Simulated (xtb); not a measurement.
## Geometry relaxation, with input and output: CH4AlNS (part 2 of 3)

CH4AlNS; GFN-FF (xtb 6.7.1). 

Geometry of the input (Å):
```
Al -0.3882  2.0124  -0.6893
N  -0.2305  0.2680  0.1667
C  0.0156  -0.8884  0.5510
S  1.0176  -2.0517  -0.3458
H  0.2142  2.3384  -2.0723
H  -1.1486  3.1033  0.0795
H  -0.3582  -1.3165  1.4807
H  0.9273  -3.0469  0.5403
```

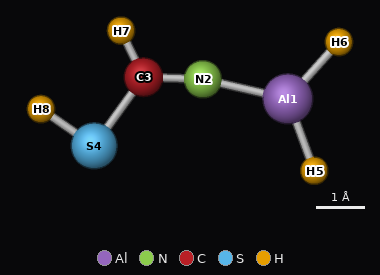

**Figure 1.** The geometry at step 5 of the log (ball-and-stick view, seen on its broad side; atoms are numbered from 1 in the order of the input).

**The program's output, continued**
```
8
 xtb: 6.7.1
Al           1.71537337703956       -0.59135693139054       -0.01537011999116
N            0.06846476458400        0.17517462801763       -0.02464953900745
C           -1.12653960436964        0.50151800978290       -0.02767195093700
S           -2.46305137463676       -0.64688393426087       -0.00710808750912
H            1.83675928469584       -2.18567949196885       -0.06517628084133
H            3.01987960136580        0.32755970091995        0.08431213135623
H           -1.35321988526358        1.55217626183911       -0.04399745524226
H           -3.36701787777309        0.35144454371213        0.02925231807760

 Bond Distances (Angstroems)
 ---------------------------
Al1-N2=1.8166        Al1-H5=1.5997        Al1-H6=1.5988        N2-Al1=1.8166        N2-C3=1.2388         C3-N2=1.2388
C3-S4=1.7622         C3-H7=1.0750         S4-C3=1.7622         S4-H8=1.3473         H5-Al1=1.5997        H6-Al1=1.5988
H7-C3=1.0750         H8-S4=1.3473
 C  H  Rav=1.0750 sigma=0.0000  Rmin=1.0750  Rmax=1.0750     1
 N  C  Rav=1.2388 sigma=0.0000  Rmin=1.2388  Rmax=1.2388     1
 Al H  Rav=1.5992 sigma=0.0005  Rmin=1.5988  Rmax=1.5997     2
 Al N  Rav=1.8166 sigma=0.0000  Rmin=1.8166  Rmax=1.8166     1
 S  H  Rav=1.3473 sigma=0.0000  Rmin=1.3473  Rmax=1.3473     1
 S  C  Rav=1.7622 sigma=0.0000  Rmin=1.7622  Rmax=1.7622     1

 selected bond angles (degree)
 --------------------
H5-Al1-N2=119.29               H6-Al1-N2=119.84               H6-Al1-H5=120.85               C3-N2-Al1=170.31
S4-C3-N2=124.05                H7-C3-N2=117.45                H7-C3-S4=118.50                H8-S4-C3= 91.51

 selected dihedral angles (degree)
 ---------------------------------
C3-N2-Al1-H5=  3.09           C3-N2-Al1-H6=184.84           S4-C3-N2-Al1=  0.00           H7-C3-N2-Al1=179.99
H8-S4-C3-N2=177.85            H8-S4-C3-H7=357.84
           -------------------------------------------------
          |                Final Singlepoint                |
           -------------------------------------------------
         :::::::::::::::::::::::::::::::::::::::::::::::::::::
         ::                     SUMMARY                     ::
         :::::::::::::::::::::::::::::::::::::::::::::::::::::
         :: total energy              -1.004419251203 Eh    ::
         :: gradient norm              0.000760596312 Eh/a0 ::
         ::.................................................::
         :: bond energy               -1.021415086678 Eh    ::
         :: angle energy               0.001211970130 Eh    ::
         :: torsion energy             0.000077373876 Eh    ::
         :: repulsion energy           0.043589087204 Eh    ::
         :: electrostat energy        -0.024816913270 Eh    ::
         :: dispersion energy         -0.003296638831 Eh    ::
         :: HB energy                  0.000000000000 Eh    ::
         :: XB energy                  0.000000000000 Eh    ::
         :: bonded atm energy          0.000230956367 Eh    ::
         :: external energy            0.000000000000 Eh    ::
         :: add. restraining           0.000000000000 Eh    ::
         :: total charge               0.000000000000 e     ::
         :::::::::::::::::::::::::::::::::::::::::::::::::::::

           -------------------------------------------------
          |                Numerical Hessian                |
           -------------------------------------------------
step length          :   0.00500
SCC accuracy         :   0.30000
Hessian scale factor :   1.00000
frozen atoms in %    :   0.00000    0
RMS gradient         :   0.00076
estimated CPU  time      0.00 min

writing file <hessian>.

 projected vibrational frequencies (cm⁻¹)
eigval :       -0.00    -0.00    -0.00     0.00     0.00     0.00
eigval :      -67.48    15.01    20.66    48.05   161.45   229.95
eigval :      380.07   519.33   592.28   697.62   753.93  1042.28
eigval :     1257.46  1598.95  1633.27  1782.67  2332.16  3151.40
           -------------------------------------------------
          |                Property Printout                |
           -------------------------------------------------

molecular dipole:
                 x           y           z       tot (Debye)
 q only:        0.435       0.085       0.006       1.127
           -------------------------------------------------
          |                Geometry Summary                 |
           -------------------------------------------------

      molecular mass/u    :       89.0955281
   center of mass at/Å    :       -0.5065134      -0.3162291      -0.0147664
  moments of inertia/u·Å² :        0.2484395E+02   0.2923003E+03   0.3171058E+03
Molecule has no symmetry elements
It seems to be the C1 point group
rotational constants/cm⁻¹ :        0.6785406E+00   0.5767230E-01   0.5316091E-01

 * 6 selected distances

     #   Z          #   Z                                           value/Å
     1  13 Al       2   7 N                                       1.8165807 (max)
     2   7 N        3   6 C                                       1.2387675
     1  13 Al       5   1 H                                       1.5997125
     1  13 Al       6   1 H                                       1.5987749
     3   6 C        7   1 H                                       1.0749574 (min)
     4  16 S        8   1 H                                       1.3472704

 * 5 distinct bonds (by element types)

   Z      Z             #   av. dist./Å        max./Å        min./Å
   1 H    6 C           1     1.0749574     1.0749574     1.0749574
   6 C    7 N           1     1.2387675     1.2387675     1.2387675
   1 H   13 Al          2     1.5992437     1.5997125     1.5987749
   7 N   13 Al          1     1.8165807     1.8165807     1.8165807
   1 H   16 S           1     1.3472704     1.3472704     1.3472704

           -------------------------------------------------
          |               Frequency Printout                |
           -------------------------------------------------
 projected vibrational frequencies (cm⁻¹)
eigval :       -0.00    -0.00    -0.00     0.00     0.00     0.00
eigval :      -67.48    15.01    20.66    48.05   161.45   229.95
eigval :      380.07   519.33   592.28   697.62   753.93  1042.28
eigval :     1257.46  1598.95  1633.27  1782.67  2332.16  3151.40
 reduced masses (amu)
   1: 23.99   2: 23.02   3: 22.48   4: 21.90   5: 23.03   6: 20.88   7:  2.09   8:  3.98
   9:  2.59  10: 19.28  11:  5.10  12:  1.47  13: 21.25  14: 16.73  15:  3.53  16: 14.25
  17:  4.07  18: 13.97  19:  3.27  20:  1.54  21:  2.40  22: 12.58  23:  1.97  24:  1.92
 IR intensities (km·mol⁻¹)
   1:  0.12   2:  0.14   3:  0.09   4:  0.03   5:  0.00   6:  0.06   7:  6.39   8:  0.18
   9:  0.00  10:  3.60  11:  0.05  12:  0.68  13:  1.95  14:  0.10  15:  3.90  16:  0.73
  17:  5.54  18:  8.49  19:  1.05  20:  8.98  21:  4.58  22:  0.10  23:  5.25  24:  3.44
 Raman intensities (Ä⁴*amu⁻¹)
   1:  0.00   2:  0.00   3:  0.00   4:  0.00   5:  0.00   6:  0.00   7:  0.00   8:  0.00
   9:  0.00  10:  0.00  11:  0.00  12:  0.00  13:  0.00  14:  0.00  15:  0.00  16:  0.00
  17:  0.00  18:  0.00  19:  0.00  20:  0.00  21:  0.00  22:  0.00  23:  0.00  24:  0.00
 output can be read by thermo (or use thermo option).
 writing <g98.out> molden fake output.
 recommended (thermochemical) frequency scaling factor: 1.0
           -------------------------------------------------
          |             Thermodynamic Functions             |
           -------------------------------------------------

c1  symmetry found (for desy threshold:  0.10E+00) used in thermo

          ...................................................
          :                      SETUP                      :
          :.................................................:
          :  # frequencies                          17      :
          :  # imaginary freq.                       1      :
          :  linear?                             false      :
          :  only rotor calc.                    false      :
          :  symmetry                               c1      :
          :  rotational number                       1      :
          :  scaling factor                  1.0300000      :
          :  rotor cutoff                   50.0000000 cm⁻¹ :
          :  imag. cutoff                  -20.0000000 cm⁻¹ :
          :.................................................:

    mode    ω/cm⁻¹     T·S(HO)/kcal·mol⁻¹    T·S(FR)/kcal·mol⁻¹   T·S(vib)
   ------------------------------------------------------------------------
       1     15.46    -2.13025 (  0.91%)    -1.40265 ( 99.09%)    -1.40925
       2     21.28    -1.94121 (  3.18%)    -1.30848 ( 96.82%)    -1.32859
       3     49.49    -1.44239 ( 48.97%)    -1.05913 ( 51.03%)    -1.24680
       4    166.29    -0.73852 ( 99.19%)    -0.70041 (  0.81%)    -0.73821
       5    236.85    -0.54455 ( 99.80%)    -0.59568 (  0.20%)    -0.54466
   ------------------------------------------------------------------------

   temp. (K)  partition function   enthalpy   heat capacity  entropy
                                   cal/mol     cal/K/mol   cal/K/mol   J/K/mol
 298.15  VIB  0.256E+04             2930.877     12.881     20.296
         ROT  0.116E+06              888.752      2.981     26.154
         INT  0.297E+09             3819.630     15.862     46.449
         TR   0.814E+27             1481.254      4.968     39.356
         TOT                        5300.8834    20.8300    85.8055   359.0101

       T/K    H(0)-H(T)+PV         H(T)/Eh          T*S/Eh         G(T)/Eh
   ------------------------------------------------------------------------
    298.15    0.844750E-02    0.464998E-01    0.407689E-01    0.573088E-02
   ------------------------------------------------------------------------

         :::::::::::::::::::::::::::::::::::::::::::::::::::::
         ::                  THERMODYNAMIC                  ::
         :::::::::::::::::::::::::::::::::::::::::::::::::::::
         :: total free energy          -0.998688366310 Eh   ::
         ::.................................................::
         :: total energy               -1.004419251203 Eh   ::
         :: zero point energy           0.038052334121 Eh   ::
         :: G(RRHO) w/o ZPVE           -0.032321449228 Eh   ::
         :: G(RRHO) contrib.            0.005730884893 Eh   ::
         :::::::::::::::::::::::::::::::::::::::::::::::::::::
imag cut-off (cm-1) :    5.00
 found            1  significant imaginary frequency
 writing imag mode distorted coords to xtbhess.xyz
 for further optimization.

optimized geometry written to: xtbopt.xyz

           -------------------------------------------------
          | TOTAL ENERGY               -1.004419251203 Eh   |
          | TOTAL ENTHALPY             -0.957919421601 Eh   |
          | TOTAL FREE ENERGY          -0.998688366310 Eh   |
          | GRADIENT NORM               0.000760596312 Eh/α |
           -------------------------------------------------

------------------------------------------------------------------------
------------------------------------------------------------------------
 total:
 *  cpu-time:     0 d,  0 h,  0 min,  0.005 sec
 * ratio c/w:     1.000 speedup
 SCF:
 *  cpu-time:     0 d,  0 h,  0 min,  0.000 sec
 * ratio c/w:     1.004 speedup
 ANC optimizer:
 *  cpu-time:     0 d,  0 h,  0 min,  0.001 sec
 * ratio c/w:     1.000 speedup
 analytical hessian:
 *  cpu-time:     0 d,  0 h,  0 min,  0.002 sec
 * ratio c/w:     1.000 speedup
```

**File vibspectrum**
```
$vibrational spectrum
#  mode     symmetry     wave number   IR intensity    selection rules
#                         cm**(-1)      (km*mol⁻¹)        IR
     1                      -0.00         0.00000          -
     2                      -0.00         0.00000          -
     3                      -0.00         0.00000          -
     4                       0.00         0.00000          -
     5                       0.00         0.00000          -
     6                       0.00         0.00000          -
     7        a            -67.48         6.39408         YES
     8        a             15.01         0.18324         YES
     9        a             20.66         0.00407         NO
    10        a             48.05         3.60497         YES
    11        a            161.45         0.05427         YES
    12        a            229.95         0.68366         YES
    13        a            380.07         1.95289         YES
    14        a            519.33         0.10359         YES
    15        a            592.28         3.90006         YES
    16        a            697.62         0.73116         YES
    17        a            753.93         5.54198         YES
    18        a           1042.28         8.48622         YES
    19        a           1257.46         1.04996         YES
    20        a           1598.95         8.97684         YES
    21        a           1633.27         4.58420         YES
    22        a           1782.67         0.09689         YES
    23        a           2332.16         5.24646         YES
    24        a           3151.40         3.43582         YES
$end
```

**Standard error**
```
normal termination of xtb
```

**Trajectory as extended XYZ (Å, eV, eV/Å), 11 frames, from step=0 to step=10**
```
8
Properties=species:S:1:pos:R:3 step=0 energy=-27.11981
Al    1.8075   -0.6637   -0.0096
N     0.0604    0.2008   -0.0384
C    -1.1335    0.5472   -0.0274
S    -2.5057   -0.5831   -0.0005
H     1.9997   -2.1942   -0.0607
H     3.0393    0.2497    0.0785
H    -1.4697    1.5837   -0.0346
H    -3.4673    0.3436    0.0223
8
Properties=species:S:1:pos:R:3 step=1 energy=-27.24049
Al    1.7594   -0.6425   -0.0244
N     0.0666    0.1975   -0.0077
C    -1.1259    0.5378   -0.0376
S    -2.4862   -0.5989    0.0095
H     1.9685   -2.1995   -0.0643
H     3.0282    0.2707    0.0817
H    -1.4429    1.5704   -0.0410
H    -3.4371    0.3484    0.0135
8
Properties=species:S:1:pos:R:3 step=2 energy=-27.25670
Al    1.6596   -0.5982   -0.0051
N     0.0731    0.1784   -0.0433
C    -1.1149    0.5152    0.0103
S    -2.4568   -0.6300   -0.0229
H     1.9200   -2.2042   -0.0637
H     3.0083    0.3117    0.0753
H    -1.3802    1.5468   -0.0527
H    -3.3785    0.3644    0.0316
8
Properties=species:S:1:pos:R:3 step=3 energy=-27.32152
Al    1.6917   -0.6141   -0.0155
N     0.0733    0.1979   -0.0229
C    -1.1214    0.5245   -0.0289
S    -2.4583   -0.6290    0.0028
H     1.9214   -2.2020   -0.0654
H     3.0112    0.2952    0.0817
H    -1.4004    1.5603   -0.0414
H    -3.3869    0.3513    0.0193
8
Properties=species:S:1:pos:R:3 step=4 energy=-27.32535
Al    1.6944   -0.6134   -0.0167
N     0.0706    0.1968   -0.0217
C    -1.1243    0.5226   -0.0234
S    -2.4587   -0.6324   -0.0005
H     1.9162   -2.1992   -0.0651
H     3.0094    0.2961    0.0812
H    -1.3945    1.5624   -0.0447
H    -3.3823    0.3510    0.0205
8
Properties=species:S:1:pos:R:3 step=5 energy=-27.33020
Al    1.6955   -0.6065   -0.0125
N     0.0631    0.1921   -0.0291
C    -1.1329    0.5143   -0.0317
S    -2.4577   -0.6457    0.0016
H     1.8921   -2.1901   -0.0645
H     3.0033    0.3033    0.0816
H    -1.3691    1.5657   -0.0372
H    -3.3636    0.3509    0.0213
8
Properties=species:S:1:pos:R:3 step=6 energy=-27.33070
Al    1.6959   -0.6043   -0.0181
N     0.0638    0.1923   -0.0216
C    -1.1326    0.5138   -0.0214
S    -2.4575   -0.6466   -0.0026
H     1.8859   -2.1901   -0.0648
H     3.0050    0.3051    0.0821
H    -1.3665    1.5638   -0.0461
H    -3.3633    0.3500    0.0221
8
Properties=species:S:1:pos:R:3 step=7 energy=-27.33098
Al    1.6984   -0.6032   -0.0163
N     0.0648    0.1912   -0.0243
C    -1.1316    0.5132   -0.0255
S    -2.4586   -0.6455   -0.0016
H     1.8818   -2.1905   -0.0647
H     3.0078    0.3072    0.0822
H    -1.3660    1.5620   -0.0428
H    -3.3660    0.3496    0.0225
8
Properties=species:S:1:pos:R:3 step=8 energy=-27.33125
Al    1.7033   -0.5997   -0.0160
N     0.0659    0.1877   -0.0249
C    -1.1303    0.5104   -0.0268
S    -2.4601   -0.6458   -0.0026
H     1.8691   -2.1898   -0.0647
H     3.0120    0.3128    0.0828
H    -1.3615    1.5593   -0.0423
H    -3.3676    0.3491    0.0240
8
Properties=species:S:1:pos:R:3 step=9 energy=-27.33152
Al    1.7115   -0.5941   -0.0157
N     0.0678    0.1802   -0.0249
C    -1.1277    0.5049   -0.0276
S    -2.4623   -0.6462   -0.0051
H     1.8479   -2.1878   -0.0650
H     3.0181    0.3224    0.0838
H    -1.3558    1.5548   -0.0430
H    -3.3689    0.3497    0.0270
8
Properties=species:S:1:pos:R:3 step=10 energy=-27.33164
Al    1.7154   -0.5914   -0.0154
N     0.0685    0.1752   -0.0246
C    -1.1265    0.5015   -0.0277
S    -2.4630   -0.6469   -0.0071
H     1.8368   -2.1857   -0.0652
H     3.0199    0.3276    0.0843
H    -1.3532    1.5522   -0.0440
H    -3.3670    0.3514    0.0293
```

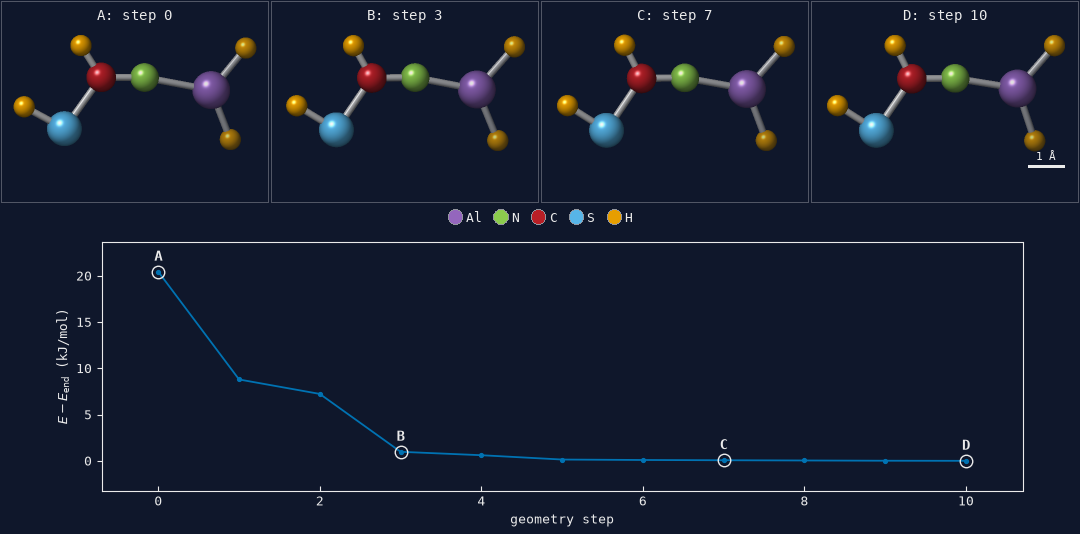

**Figure 2.** Frames of the relaxation (ball-and-stick view, seen at a tilt) above the curves, on which the letters mark them (steps are counted from 0).

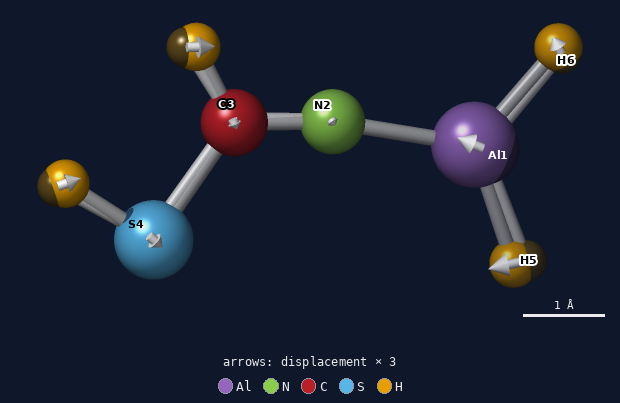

**Figure 3.** Start (faint) and end (solid) with the displacements as white arrows, magnified 3 times (ball-and-stick view, seen at a tilt). The two geometries are laid on each other by the best rigid fit. After 10 geometry steps the energy has fallen by 20.4 kJ/mol. The largest move after the best rigid fit is that of H5, 0.16 Å. Largest moves by element: H 0.16 Å, Al 0.12 Å, S 0.08 Å, C 0.05 Å, N 0.03 Å. Among the contacts that change: Al1–N2 1.950 → 1.817 Å, Al1–H5 1.543 → 1.600 Å, C3–S4 1.778 → 1.762 Å, C3–H7 1.090 → 1.075 Å. Among the angles that change: S4–C3–H7 111.5° → 118.5°, N2–C3–H7 124.1° → 117.4°, C3–S4–H8 96.6° → 91.5°. (Atoms are counted from 1 in the order of the input.)

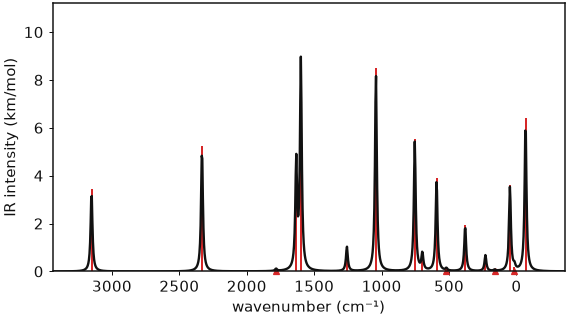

**Figure 4.** Harmonic infrared spectrum, unscaled: sticks (degenerate modes added up, dark ones marked on the axis) with a Lorentzian envelope of 16 cm⁻¹ full width, scaled to the tallest stick; imaginary modes are drawn at negative wavenumbers. 18 modes from 67i to 3151 cm⁻¹, 1 imaginary beyond 8i (67i cm⁻¹): not a clean minimum; so soft a mode can be a shallow saddle, an incomplete relaxation or noise of the force constants. The strongest line is at 1599 cm⁻¹ (9.0 km/mol).

This output came from the following input.
